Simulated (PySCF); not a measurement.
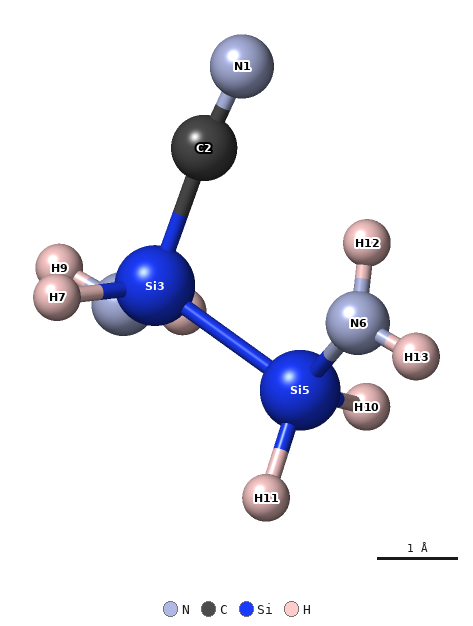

Figure 1. The structure (ball-and-stick view, seen at a tilt; atoms are numbered from 1 in the order of the input). Bond lengths as drawn: C–N 1.16 Å, C–Si 1.89 Å, H–N 1.01 to 1.02 Å, H–Si 1.49 to 1.51 Å, N–Si 1.72 to 1.73 Å and Si–Si 2.34 Å.

# Two runs on CH$_{7}$N$_{3}$Si$_{2}$

System: CH$_{7}$N$_{3}$Si$_{2}$.
Method of the first run: GIAO HF/pcSseg-1 NMR shielding, non-relativistic, gas phase (PySCF 2.14.0).

The geometry comes from this level: PBE0-D3(BJ)/def2-SVP. Text and figures count atoms from 1; the logs count them from 0 in places.

## Input file, the first run
```
{"job": {"kind": "nmr", "xc": "HF", "basis": "pcSseg-1", "pop": false}, "charge": 0, "multiplicity": 1}
N     -1.854668     1.443749     2.126957
C     -1.539947     0.629691     1.360662
Si    -0.881433    -0.617749     0.108470
N     -1.543378    -0.440860    -1.469820
Si     1.415190    -0.145805     0.134526
N      1.745724     0.380872     1.745731
H     -1.288549    -1.938358     0.662307
H     -1.234259     0.327979    -2.054139
H     -2.514667    -0.669526    -1.651151
H      1.668041     0.832874    -0.982986
H      2.231088    -1.360363    -0.167545
H      1.105422     1.024181     2.200796
H      2.696892     0.516812     2.067831
```

The first line tells a small driver script what to run in PySCF; the rest is the geometry in Å.

Command:
```bash
OMP_NUM_THREADS=1 python <driver script> task.json out
```

Hardware: 1 CPU thread, shared host.

## Output (the first run)
```
final grid: 105640 points
cycle   1  E = -783.0458030212  dE =  4.140e-01  |g| = 5.450e-01  |ddm| = 3.235e+00
cycle   2  E = -783.1132674294  dE = -6.746e-02  |g| = 3.966e-01  |ddm| = 7.033e-01
cycle   3  E = -783.1463547199  dE = -3.309e-02  |g| = 9.132e-02  |ddm| = 2.810e-01
cycle   4  E = -783.1492377412  dE = -2.883e-03  |g| = 2.463e-02  |ddm| = 1.081e-01
cycle   5  E = -783.1494155866  dE = -1.778e-04  |g| = 6.640e-03  |ddm| = 3.042e-02
cycle   6  E = -783.1494312156  dE = -1.563e-05  |g| = 2.357e-03  |ddm| = 8.627e-03
cycle   7  E = -783.1494332197  dE = -2.004e-06  |g| = 6.548e-04  |ddm| = 3.577e-03
cycle   8  E = -783.1494333922  dE = -1.726e-07  |g| = 1.428e-04  |ddm| = 1.156e-03
cycle   9  E = -783.1494334070  dE = -1.479e-08  |g| = 4.612e-05  |ddm| = 3.362e-04
cycle  10  E = -783.1494334098  dE = -2.757e-09  |g| = 2.588e-05  |ddm| = 9.605e-05
cycle  11  E = -783.1494334108  dE = -1.005e-09  |g| = 1.287e-05  |ddm| = 5.596e-05
cycle  12  E = -783.1494334111  dE = -2.619e-10  |g| = 4.499e-06  |ddm| = 3.441e-05
converged SCF energy = -783.1494334111

GIAO shielding tensors (ppm)
atom      isotropic    diamagn.    paramagn.     s11        s22        s33       span
  0 N     -110.854     337.039    -447.893   -309.706   -300.534    277.678    587.384
  1 C       54.084     266.735    -212.651    -69.219    -67.363    298.834    368.054
  2 Si     447.023     876.561    -429.538    403.772    430.155    507.143    103.371
  3 N      262.180     320.014     -57.834    239.450    267.738    279.352     39.902
  4 Si     447.879     876.748    -428.869    405.169    431.920    506.546    101.377
  5 N      273.362     320.694     -47.332    243.734    263.960    312.392     68.658
  6 H       27.310      28.523      -1.214     24.212     25.525     32.192      7.980
  7 H       30.975      32.034      -1.059     23.162     27.506     42.256     19.094
  8 H       30.732      28.907       1.825     22.943     25.978     43.275     20.332
  9 H       27.467      30.434      -2.967     24.032     25.972     32.397      8.365
 10 H       27.371      29.213      -1.843     24.268     25.513     32.332      8.064
 11 H       30.746      33.050      -2.304     21.776     27.890     42.572     20.796
 12 H       31.260      29.163       2.097     22.865     26.351     44.564     21.698
```

For the second run the input was changed thus:
```diff
-"xc": "HF"
+"xc": "mPW1PW91"
```

What does this change do to the results?

The total energies belong to different methods, so their difference says nothing on which is more stable or more accurate. The HOMO goes from −10.74 to −7.53 eV. The LUMO goes from 2.51 to −0.84 eV. The dipole moment goes from 3.04 to 2.92 D. Of all shieldings, the largest change is that of Si5, by −40.3 ppm. The method changes from HF to mPW1PW91. The SCF takes 14 iterations against 12.

## Output (the second run)
```
coarse grid: 11864 points
cycle   1  E = -785.4163166297  dE =  3.726e-01  |g| = 6.174e-01  |ddm| = 3.301e+00
cycle   2  E = -785.2624903650  dE =  1.538e-01  |g| = 1.038e+00  |ddm| = 1.207e+00
cycle   3  E = -785.4906455569  dE = -2.282e-01  |g| = 2.240e-01  |ddm| = 8.037e-01
cycle   4  E = -785.5006737668  dE = -1.003e-02  |g| = 6.338e-02  |ddm| = 1.530e-01
cycle   5  E = -785.5015302755  dE = -8.565e-04  |g| = 1.151e-02  |ddm| = 5.203e-02
cycle   6  E = -785.5015616772  dE = -3.140e-05  |g| = 2.115e-03  |ddm| = 1.171e-02
cycle   7  E = -785.5015628294  dE = -1.152e-06  |g| = 4.544e-04  |ddm| = 2.635e-03
final grid: 105640 points
cycle   8  E = -785.5272015529  dE = -1.520e-05  |g| = 5.622e-03  |ddm| = 1.536e-02
cycle   9  E = -785.5271943082  dE =  7.245e-06  |g| = 8.209e-03  |ddm| = 1.007e-02
cycle  10  E = -785.5272079268  dE = -1.362e-05  |g| = 1.161e-03  |ddm| = 5.949e-03
cycle  11  E = -785.5272082039  dE = -2.771e-07  |g| = 3.469e-04  |ddm| = 8.080e-04
cycle  12  E = -785.5272082288  dE = -2.492e-08  |g| = 8.551e-05  |ddm| = 2.832e-04
cycle  13  E = -785.5272082306  dE = -1.850e-09  |g| = 1.111e-05  |ddm| = 8.850e-05
cycle  14  E = -785.5272082307  dE = -3.251e-11  |g| = 2.927e-06  |ddm| = 1.621e-05
converged SCF energy = -785.5272082307

GIAO shielding tensors (ppm)
atom      isotropic    diamagn.    paramagn.     s11        s22        s33       span
  0 N      -96.893     337.885    -434.779   -292.431   -277.914    279.665    572.096
  1 C       54.699     265.719    -211.021    -63.603    -61.324    289.022    352.625
  2 Si     410.528     880.241    -469.713    368.620    386.536    476.430    107.810
  3 N      254.540     317.979     -63.439    229.701    258.162    275.756     46.055
  4 Si     407.565     880.273    -472.708    356.683    390.916    475.097    118.414
  5 N      266.898     318.477     -51.579    233.668    254.165    312.861     79.193
  6 H       26.543      28.261      -1.717     23.533     24.973     31.124      7.592
  7 H       30.853      31.765      -0.912     23.358     27.820     41.381     18.023
  8 H       30.618      28.662       1.956     23.161     26.254     42.438     19.277
  9 H       26.516      30.150      -3.634     22.977     24.944     31.627      8.650
 10 H       26.570      28.904      -2.334     23.637     24.833     31.239      7.602
 11 H       30.739      32.770      -2.032     22.093     28.299     41.824     19.731
 12 H       31.221      28.864       2.357     23.057     26.806     43.800     20.743
```

## The two runs side by side

| quantity | the first run | the second run |
| --- | --- | --- |
| outcome | converged | converged |
| total energy (hartree) | −783.149433 | −785.527208 |
| HOMO (eV) | −10.74 | −7.53 |
| LUMO (eV) | 2.51 | −0.84 |
| dipole moment (D) | 3.04 | 2.92 |
| shielding of N1 (ppm) | −110.9 | −96.9 |
| shielding of Si3 (ppm) | 447.0 | 410.5 |
| shielding of N4 (ppm) | 262.2 | 254.5 |
| shielding of Si5 (ppm) | 447.9 | 407.6 |
| shielding of N6 (ppm) | 273.4 | 266.9 |
| shielding of H10 (ppm) | 27.5 | 26.5 |
| shielding of H11 (ppm) | 27.4 | 26.6 |
| SCF iterations | 12 | 14 |
| basis functions | 151 | 151 |
| wall time (shared host) | 11 s | 20 s |
